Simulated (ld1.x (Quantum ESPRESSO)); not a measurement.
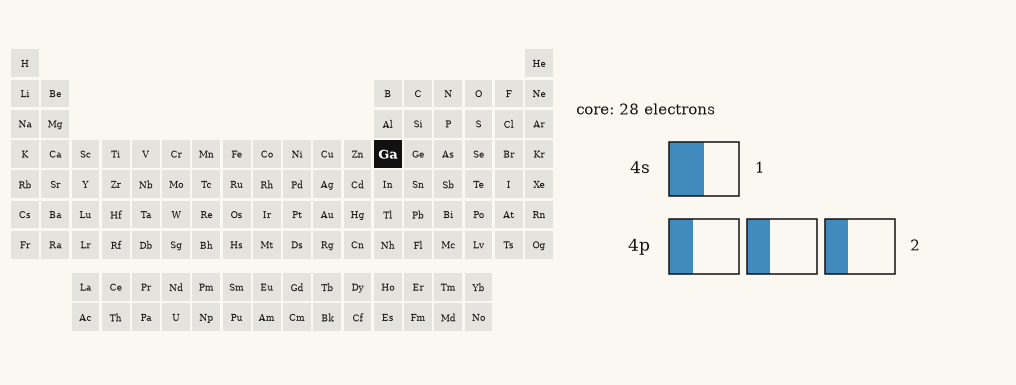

Fig. 1: Left, the place of gallium in the periodic table; right, the valence shells of the reference configuration: a box for each of the 2l + 1 orbitals, shaded by the share of the shell that is filled, with the electron count at the right.

# Pseudopotential generation: Ga (part 1 of 2)

System: gallium (Ga, Z = 31), core [Ar] 3d10, reference valence 4s1 4p2, valence charge 3.
Method: ultrasoft potential, Wu–Cohen, scalar-relativistic, made with ld1.x (Quantum ESPRESSO) 7.5.

## Summary

- outcome: generated
- cutoffs needed: 6 Ry or less and 10 Ry (the cutoffs, on a coarse ladder, from which the occupation-weighted sum of valence levels, in a spherical-Bessel basis at the reference potential, stays within 10 and 1 mRy of its value at 400 Ry); ghost states and empty shells don't enter this sum
- ghost test: no ghost state below the valence levels in the s, p, d, f channels (spherical-Bessel basis up to 400 Ry, 20 bohr box)
- largest excitation error: -111 meV (all-electron minus pseudo) for 4s1 4p0, out of 7 test configurations
- lowest eigenvalue of the overlap operator S in a Bessel basis (separate test): 0.42 (s channel)
- density cutoff estimated by the generator: 91 Ry
- range over which the phases arctan(r u′/u) at the test radius agree within 0.05 rad (a looser test near the poles than one of phase shifts): s: over the whole range computed; p: up to about 4.5 Ry
- hardware: 1 CPU thread, shared host
- wall time: 1.2 s

## The input
```
 &input
   title='Ga', zed=31., rel=1, dft='WC', iswitch=3,
   config='[Ar] 3d10 4s1 4p2',
   nld=2, rlderiv=2.55, eminld=-3.0, emaxld=5.0, deld=0.02
 /
 &inputp
   pseudotype=3, tm=.true., lloc=-1, rcloc=2.00,
   nlcc=.true., new_core_ps=.true., rcore=2.00,
   which_augfun='PSQ', rmatch_augfun=1.70,
   file_pseudopw='Ga.UPF', file_wfcaegen='ae.wfc', file_wfcncgen='nc.wfc', file_beta='beta', file_chi='chi', file_wfcusgen='us.wfc'
 /
4
4S  1  0   1.00   0.00  1.50  2.05  0.0
4S  1  0   0.00   1.85  1.50  2.05  0.0
4P  2  1   2.00   0.00  2.20  2.35  0.0
4P  2  1   0.00   2.22  2.20  2.35  0.0
 &test
   configts(1)='4s1 4p2'
 /
```

## Input of the test run
```
 &input
   title='Ga', zed=31., rel=1, dft='WC', iswitch=2,
   config='[Ar] 3d10 4s1 4p2'
 /
 &test
   file_pseudo='Ga.UPF', nconf=8,
   configts(1)='4s1 4p2',
   configts(2)='4s2 4p1',
   configts(3)='4s2 4p0',
   configts(4)='4s1 4p0',
   configts(5)='4s2 4p1.3',
   configts(6)='4s2 4p0.5',
   configts(7)='4s1 4p1',
   configts(8)='4s0 4p3'
 /
```

Command:
```bash
ld1.x < Ga.in > Ga.out
```

## Output
```
     Program LD1 v.7.5
     --------------------------- All-electron run ----------------------------

     Ga
     scalar relativistic calculation

     atomic number is 31.00
     dft =WC   lsd =0 sic =0 latt =0  beta=0.20 tr2=1.0E-14
     Exchange-correlation= WC
                           (   1   4  11   4   0   0   0)
     mesh =1205 r(mesh) = 101.09016 a.u. xmin = -7.00 dx = 0.01250
     1 Ry =  13.60569312 eV, c = 137.03599908

     n l     nl                  e(Ry)          e(Ha)          e(eV)
     1 0     1S 1( 2.00)      -751.8442      -375.9221    -10229.3615
     2 0     2S 1( 2.00)       -92.8799       -46.4400     -1263.6957
     2 1     2P 1( 6.00)       -80.9036       -40.4518     -1100.7495
     3 0     3S 1( 2.00)       -11.0090        -5.5045      -149.7855
     3 1     3P 1( 6.00)        -7.3993        -3.6997      -100.6728
     3 2     3D 1(10.00)        -1.5459        -0.7729       -21.0329
     4 0     4S 1( 1.00)        -0.7410        -0.3705       -10.0821
     4 1     4P 1( 2.00)        -0.2463        -0.1232        -3.3517

     final scf error:  8.8E-15 reached in  33 iterations

     Etot =   -3886.445734 Ry,   -1943.222867 Ha,  -52877.788002 eV

     Ekin =    3952.466549 Ry,    1976.233274 Ha,   53776.046939 eV
     Encl =   -9363.444557 Ry,   -4681.722278 Ha, -127396.153215 eV
     Eh   =    1674.387256 Ry,     837.193628 Ha,   22781.199176 eV
     Exc  =    -149.854982 Ry,     -74.927491 Ha,   -2038.880902 eV

     normalization and overlap integrals

     s(1S/1S) =  1.000000  <r> =   0.0486  <r2> =    0.0032  r(max) =   0.0319
     s(2S/2S) =  1.000000  <r> =   0.2179  <r2> =    0.0560  r(max) =   0.1833
     s(2P/2P) =  1.000000  <r> =   0.1907  <r2> =    0.0446  r(max) =   0.1464
     s(3S/3S) =  1.000000  <r> =   0.6522  <r2> =    0.4912  r(max) =   0.5647
     s(3P/3P) =  1.000000  <r> =   0.6792  <r2> =    0.5444  r(max) =   0.5647
     s(3D/3D) =  1.000000  <r> =   0.8069  <r2> =    0.8518  r(max) =   0.5305
     s(4S/4S) =  1.000000  <r> =   2.2890  <r2> =    6.0768  r(max) =   1.8748
     s(4P/4P) =  1.000000  <r> =   3.1791  <r2> =   12.0721  r(max) =   2.4376

     ------------------------ End of All-electron run ------------------------

     --------------------- Generating US pseudopotential ---------------------

      Generating local potential from pseudized AE potential:
      Matching radius rcloc =   2.0000

      Local pseudo, rcloc= 1.996 Estimated cut-off energy=     6.09 Ry

      Computing core charge for nlcc:

       r > 2.02 : true rho core
      Core charge pseudized with two Bessel functions
      Integrated core pseudo-charge :   3.27
      Wfc-us  4S rcutus= 2.046  Estimated cut-off energy=    10.91 Ry
      Wfc-us  4S rcutus= 2.046  Estimated cut-off energy=    17.60 Ry
      Wfc-us  4P rcutus= 2.377  Estimated cut-off energy=    13.18 Ry
      Wfc-us  4P rcutus= 2.377  Estimated cut-off energy=    21.86 Ry

     Q pseudized with Bessel functions
     Expected ecutrho=      91.2009 due to l1=  1   l2=  1

     ------------------- End of pseudopotential generation -------------------

     --------------------------- All-electron run ----------------------------

     Ga
     scalar relativistic calculation

     atomic number is 31.00
     dft =WC   lsd =0 sic =0 latt =0  beta=0.20 tr2=1.0E-14
     Exchange-correlation= WC
                           (   1   4  11   4   0   0   0)
     mesh =1205 r(mesh) = 101.09016 a.u. xmin = -7.00 dx = 0.01250
     1 Ry =  13.60569312 eV, c = 137.03599908

     n l     nl                  e(Ry)          e(Ha)          e(eV)
     1 0     1S 1( 2.00)      -751.8442      -375.9221    -10229.3615
     2 0     2S 1( 2.00)       -92.8799       -46.4400     -1263.6957
     2 1     2P 1( 6.00)       -80.9036       -40.4518     -1100.7495
     3 0     3S 1( 2.00)       -11.0090        -5.5045      -149.7855
     3 1     3P 1( 6.00)        -7.3993        -3.6997      -100.6728
     3 2     3D 1(10.00)        -1.5459        -0.7729       -21.0329
     4 0     4S 1( 1.00)        -0.7410        -0.3705       -10.0821
     4 1     4P 1( 2.00)        -0.2463        -0.1232        -3.3517

     final scf error:  8.8E-15 reached in  33 iterations

     Etot =   -3886.445734 Ry,   -1943.222867 Ha,  -52877.788002 eV

     Ekin =    3952.466549 Ry,    1976.233274 Ha,   53776.046939 eV
     Encl =   -9363.444557 Ry,   -4681.722278 Ha, -127396.153215 eV
     Eh   =    1674.387256 Ry,     837.193628 Ha,   22781.199176 eV
     Exc  =    -149.854982 Ry,     -74.927491 Ha,   -2038.880902 eV

     normalization and overlap integrals

     s(1S/1S) =  1.000000  <r> =   0.0486  <r2> =    0.0032  r(max) =   0.0319
     s(2S/2S) =  1.000000  <r> =   0.2179  <r2> =    0.0560  r(max) =   0.1833
     s(2P/2P) =  1.000000  <r> =   0.1907  <r2> =    0.0446  r(max) =   0.1464
     s(3S/3S) =  1.000000  <r> =   0.6522  <r2> =    0.4912  r(max) =   0.5647
     s(3P/3P) =  1.000000  <r> =   0.6792  <r2> =    0.5444  r(max) =   0.5647
     s(3D/3D) =  1.000000  <r> =   0.8069  <r2> =    0.8518  r(max) =   0.5305
     s(4S/4S) =  1.000000  <r> =   2.2890  <r2> =    6.0768  r(max) =   1.8748
     s(4P/4P) =  1.000000  <r> =   3.1791  <r2> =   12.0721  r(max) =   2.4376

     ------------------------ End of All-electron run ------------------------

     Computing logarithmic derivative in   2.54666
     Computing logarithmic derivative in   2.54666
     Computing the partial wave expansion
     R is outside the sphere for l=    0 j= 0.00
     R is outside the sphere for l=    0 j= 0.00
     R is outside the sphere for l=    1 j= 0.00
     R is outside the sphere for l=    1 j= 0.00

     ---------------------- Testing the pseudopotential ----------------------

     Ga
     scalar relativistic calculation

     atomic number is 31.00   valence charge is  3.00
     dft =WC   lsd =0 sic =0 latt =0  beta=0.20 tr2=1.0E-14
     mesh =1205 r(mesh) = 101.09016 xmin = -7.00 dx = 0.01250

     n l     nl             e AE (Ry)        e PS (Ry)    De AE-PS (Ry)
     1 0     4S   1( 1.00)       -0.74102       -0.74102        0.00000
     2 1     4P   1( 2.00)       -0.24634       -0.24634        0.00000

     eps = 2.0E-16  iter =  3

     Etot =   -3886.445734 Ry,   -1943.222867 Ha,  -52877.788002 eV
     Etotps =    -6.753047 Ry,      -3.376523 Ha,     -91.879879 eV

     Ekin =       1.805670 Ry,       0.902835 Ha,      24.567386 eV
     Encl =      -7.571919 Ry,      -3.785960 Ha,    -103.021211 eV
     Ehrt =       2.848329 Ry,       1.424164 Ha,      38.753490 eV
     Ecxc =      -4.454816 Ry,      -2.227408 Ha,     -60.610853 eV
     (Ecc =      -2.930340 Ry,      -1.465170 Ha,     -39.869312 eV)
     Epseu=       0.619690 Ry,       0.309845 Ha,       8.431310 eV

     ---------------------- End of pseudopotential test ----------------------
```

## Output of the test run (extracts)
```
     ---------------------- Testing the pseudopotential ----------------------

     Ga
     scalar relativistic calculation

     atomic number is 31.00   valence charge is  3.00
     dft =WC   lsd =0 sic =0 latt =0  beta=0.20 tr2=1.0E-14
     mesh =1205 r(mesh) = 101.09016 xmin = -7.00 dx = 0.01250

     n l     nl             e AE (Ry)        e PS (Ry)    De AE-PS (Ry)
     1 0     4S   1( 1.00)       -0.74102       -0.74102        0.00000
     2 1     4P   1( 2.00)       -0.24634       -0.24634        0.00000

     eps = 2.0E-16  iter =  3

     Etot =   -3886.445734 Ry,   -1943.222867 Ha,  -52877.788002 eV
     Etotps =    -6.753047 Ry,      -3.376523 Ha,     -91.879879 eV

     Ekin =       1.805670 Ry,       0.902835 Ha,      24.567386 eV
     Encl =      -7.571919 Ry,      -3.785960 Ha,    -103.021211 eV
     Ehrt =       2.848329 Ry,       1.424164 Ha,      38.753490 eV
     Ecxc =      -4.454816 Ry,      -2.227408 Ha,     -60.610853 eV
     (Ecc =      -2.930340 Ry,      -1.465170 Ha,     -39.869312 eV)
     Epseu=       0.619690 Ry,       0.309845 Ha,       8.431310 eV

     ---------------------- End of pseudopotential test ----------------------

     ---------------------- Testing the pseudopotential ----------------------

     Ga
     scalar relativistic calculation

     atomic number is 31.00   valence charge is  3.00
     dft =WC   lsd =0 sic =0 latt =0  beta=0.20 tr2=1.0E-14
     mesh =1205 r(mesh) = 101.09016 xmin = -7.00 dx = 0.01250

     n l     nl             e AE (Ry)        e PS (Ry)    De AE-PS (Ry)
     1 0     4S   1( 2.00)       -0.66062       -0.65718       -0.00344
     2 1     4P   1( 1.00)       -0.18789       -0.18710       -0.00079

     eps = 9.4E-15  iter =  7

     Etot =   -3886.929707 Ry,   -1943.464854 Ha,  -52884.372790 eV
     Etotps =    -7.235752 Ry,      -3.617876 Ha,     -98.447415 eV
     dEtot_ae =      -0.483973 Ry
     dEtot_ps =      -0.482705 Ry,   Delta E=      -0.001268 Ry

     Ekin =       1.513264 Ry,       0.756632 Ha,      20.589006 eV
     Encl =      -8.104073 Ry,      -4.052037 Ha,    -110.261531 eV
     Ehrt =       3.066578 Ry,       1.533289 Ha,      41.722920 eV
     Ecxc =      -4.602308 Ry,      -2.301154 Ha,     -62.617594 eV
     (Ecc =      -2.930340 Ry,      -1.465170 Ha,     -39.869312 eV)
     Epseu=       0.890788 Ry,       0.445394 Ha,      12.119784 eV

     ---------------------- End of pseudopotential test ----------------------

     ---------------------- Testing the pseudopotential ----------------------

     Ga
     scalar relativistic calculation

     atomic number is 31.00   valence charge is  3.00
     dft =WC   lsd =0 sic =0 latt =0  beta=0.20 tr2=1.0E-14
     mesh =1205 r(mesh) = 101.09016 xmin = -7.00 dx = 0.01250

     n l     nl             e AE (Ry)        e PS (Ry)    De AE-PS (Ry)
     1 0     4S   1( 2.00)       -1.20627       -1.20516       -0.00111
     2 1     4P   1( 0.00)       -0.66612       -0.66586       -0.00026

     eps = 2.3E-17  iter =  7

     Etot =   -3886.512257 Ry,   -1943.256129 Ha,  -52878.693088 eV
     Etotps =    -6.819194 Ry,      -3.409597 Ha,     -92.779859 eV
     dEtot_ae =      -0.066523 Ry
     dEtot_ps =      -0.066147 Ry,   Delta E=      -0.000375 Ry

     Ekin =       1.071274 Ry,       0.535637 Ha,      14.575422 eV
     Encl =      -6.208983 Ry,      -3.104492 Ha,     -84.477522 eV
     Ehrt =       1.634059 Ry,       0.817030 Ha,      22.232511 eV
     Ecxc =      -4.220759 Ry,      -2.110380 Ha,     -57.426354 eV
     (Ecc =      -2.930340 Ry,      -1.465170 Ha,     -39.869312 eV)
     Epseu=       0.905216 Ry,       0.452608 Ha,      12.316084 eV

     ---------------------- End of pseudopotential test ----------------------

     ---------------------- Testing the pseudopotential ----------------------

     Ga
     scalar relativistic calculation

     atomic number is 31.00   valence charge is  3.00
     dft =WC   lsd =0 sic =0 latt =0  beta=0.20 tr2=1.0E-14
     mesh =1205 r(mesh) = 101.09016 xmin = -7.00 dx = 0.01250

     n l     nl             e AE (Ry)        e PS (Ry)    De AE-PS (Ry)
     1 0     4S   1( 1.00)       -1.91542       -1.93491        0.01949  !
     2 1     4P   1( 0.00)       -1.29684       -1.31098        0.01414  !

     eps = 9.9E-15  iter =  7

     Etot =   -3884.955374 Ry,   -1942.477687 Ha,  -52857.510614 eV
     Etotps =    -5.254496 Ry,      -2.627248 Ha,     -71.491062 eV
     dEtot_ae =       1.490361 Ry
     dEtot_ps =       1.498550 Ry,   Delta E=      -0.008190 Ry

     Ekin =       0.648897 Ry,       0.324449 Ha,       8.828695 eV
     Encl =      -3.283761 Ry,      -1.641880 Ha,     -44.677844 eV
     Ehrt =       0.437187 Ry,       0.218593 Ha,       5.948228 eV
     Ecxc =      -3.588166 Ry,      -1.794083 Ha,     -48.819487 eV
     (Ecc =      -2.930340 Ry,      -1.465170 Ha,     -39.869312 eV)
     Epseu=       0.531347 Ry,       0.265674 Ha,       7.229346 eV

     ---------------------- End of pseudopotential test ----------------------
```

(Continued in part 2.)
